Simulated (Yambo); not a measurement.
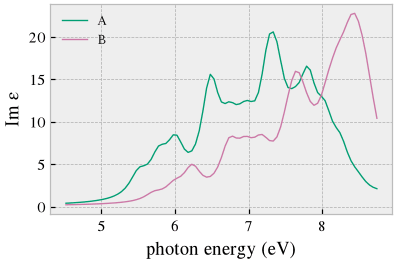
Two computed absorption spectra of SiC (zinc blende, space group F-43m, No. 216) under isotropic strain of -1.5 % on all lattice vectors (Yambo, PBEsol bands with the same scissor, field along x)

Q: Which curve includes the electron-hole attraction (BSE)?

A: Curve A: the attraction moves weight to lower energy (centre of the plotted range 7.1 eV against 7.7 eV). Settings: 10×10×10 mesh, 3 valence and 1 conduction bands, static screening with 11 bands and a 4 Ry block, scissor 1.21 eV, Tamm-Dancoff. The scissor comes from a G0W0 run whose convergence isn't established. Broadening 0.15 eV. The band window holds all transitions up to 8.8 eV. On this mesh the peak heights and the fine structure are mesh artefacts; only the shift of weight is robust.

Geometry strained from the cell relaxed with PBEsol, atoms relaxed again; primitive cell a = b = c = 3.0347 Å, α = β = γ = 60.00°.
